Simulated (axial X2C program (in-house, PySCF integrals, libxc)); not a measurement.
**FCuF⁺: bond lengths and stretches, held linear**

How do method and spin–orbit coupling move the bonds and stretches of FCuF⁺, held linear?

Computed with an in-house X2C program for linear molecules on PySCF integrals. Level: all-electron X2C, two-component (2c) or spin-free, F dyall-av3z, Cu dyall-v3z.

All values are calculated.

2 further runs of the same task are left out: 2 set aside as unsound or not needed.

## (1) Input

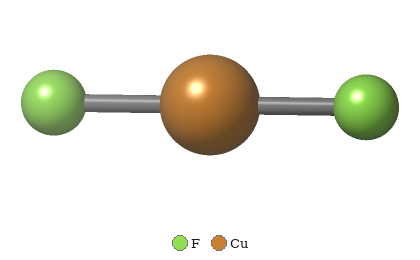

The atoms on one line, bonds 1.760 and 1.760 Å (fluorine green, copper orange).

task.json

```json
{
 "zs": [
  9,
  29,
  9
 ],
 "q": 1,
 "bas": [
  "dyall-av3z",
  "dyall-v3z",
  "dyall-av3z"
 ],
 "r0": [
  1.76,
  1.76
 ],
 "symm": 1,
 "scan": [
  "PBE0",
  "HF",
  "PBE"
 ],
 "levels": [
  "PBE0",
  "HF",
  "LDA"
 ],
 "nst": 2
}
```

Keys: zs atomic numbers; q charge; bas basis sets; r0 starting distance in Å; symm equal bonds; scan levels of the two-bond scan; levels methods; nst determinants followed.

The run is started by

```bash
python solin.py task.json out
```

Masses F 18.998, Cu 62.930, F 18.998 u.

## (2) Scan at PBE0, 2c

State: Ω = 2 (beyond evenly filled blocks: ω = 1/2, ω = 3/2). Energies above the lowest point, from the job's result record:

| r(F–Cu) (Å) | r(Cu–F) (Å) | E (meV) |
| --- | --- | --- |
| 1.6380 | 1.6380 | 46.79 |
| 1.6380 | 1.6800 | 22.19 |
| 1.6380 | 1.7220 | 38.39 |
| 1.6800 | 1.6380 | 22.19 |
| 1.6800 | 1.6800 | 0.00 |
| 1.6800 | 1.7220 | 18.71 |
| 1.6800 | 1.7640 | 65.41 |
| 1.7220 | 1.6380 | 38.39 |
| 1.7220 | 1.6800 | 18.71 |
| 1.7220 | 1.7220 | 40.50 |
| 1.7640 | 1.6800 | 65.41 |
| 1.7640 | 1.7640 | 144.61 |

A quadratic surface with cubic terms in each bond gives the minimum at 1.679 and 1.679 Å, force constants 3.77, 3.77 and coupling 0.28 mdyn/Å.

## (3) Scan at PBE, 2c

State: Ω = 2 (beyond evenly filled blocks: ω = 1/2, ω = 3/2). Energies above the lowest point, from the job's result record:

| r(F–Cu) (Å) | r(Cu–F) (Å) | E (meV) |
| --- | --- | --- |
| 1.6380 | 1.6380 | 96.04 |
| 1.6380 | 1.6800 | 47.95 |
| 1.6380 | 1.7220 | 48.36 |
| 1.6800 | 1.6380 | 47.95 |
| 1.6800 | 1.6800 | 0.00 |
| 1.6800 | 1.7220 | 0.44 |
| 1.6800 | 1.7640 | 37.69 |
| 1.7220 | 1.6380 | 48.36 |
| 1.7220 | 1.6800 | 0.44 |
| 1.7220 | 1.7220 | 0.80 |
| 1.7640 | 1.6800 | 37.69 |
| 1.7640 | 1.7640 | 74.81 |

A quadratic surface with cubic terms in each bond gives the minimum at 1.700 and 1.700 Å, force constants 3.89, 3.89 and coupling -0.01 mdyn/Å.

## (4) Scan at PBE0, spin-free

State: M_S = 1, Λ = 1 (beyond evenly filled blocks: σα, π+α, π+β, π-α). Energies above the lowest point, from the job's result record:

| r(F–Cu) (Å) | r(Cu–F) (Å) | E (meV) |
| --- | --- | --- |
| 1.6380 | 1.6380 | 47.73 |
| 1.6380 | 1.6800 | 22.65 |
| 1.6380 | 1.7220 | 38.26 |
| 1.6800 | 1.6380 | 22.65 |
| 1.6800 | 1.6800 | 0.00 |
| 1.6800 | 1.7220 | 18.15 |
| 1.6800 | 1.7640 | 64.25 |
| 1.7220 | 1.6380 | 38.26 |
| 1.7220 | 1.6800 | 18.15 |
| 1.7220 | 1.7220 | 39.42 |
| 1.7640 | 1.6800 | 64.25 |
| 1.7640 | 1.7640 | 142.44 |

A quadratic surface with cubic terms in each bond gives the minimum at 1.680 and 1.680 Å, force constants 3.75, 3.75 and coupling 0.28 mdyn/Å.

## (5) Comparison

| level | r(F–Cu) (Å) | r(Cu–F) (Å) | lower stretch (cm⁻¹) | upper stretch (cm⁻¹) |
| --- | --- | --- | --- | --- |
| PBE0, 2c | 1.679 | 1.679 | 601.4 | 707.5 |
| PBE, 2c | 1.700 | 1.700 | 588.8 | 746.8 |
| PBE0, spin-free | 1.680 | 1.680 | 599.9 | 704.8 |
| PBE, spin-free | 1.700 | 1.700 | 588.1 | 745.5 |

Scans not shown above were run alike.

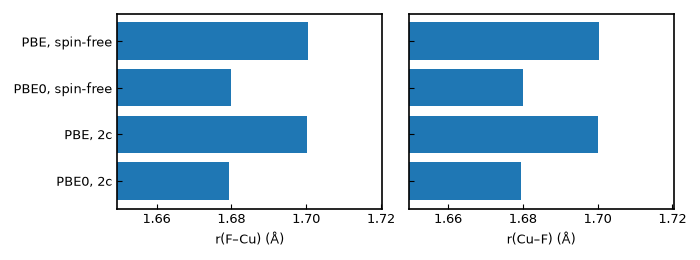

The two bond lengths by level.

**Reading.** Over the levels the F–Cu bond spans 1.679 to 1.700 Å and the Cu–F bond 1.679 to 1.700 Å. At PBE0 spin–orbit coupling leaves both bonds unchanged to 0.001 Å. Each state is one determinant, the lowest of a limited PBE0 search; the stretches come from a fit to few points and are good to some per cent at best. The molecule was held linear; bending was not examined, so a bent shape may lie lower. Open-shell Ω = 0 determinants with evenly filled partner blocks cannot be reached by this program, so the Ω shown need not be the lowest component. Note: functional without a current term on a determinant with orbital currents, of the molecule or an atom. Note: several unpaired electrons, one determinant need not be a pure state.
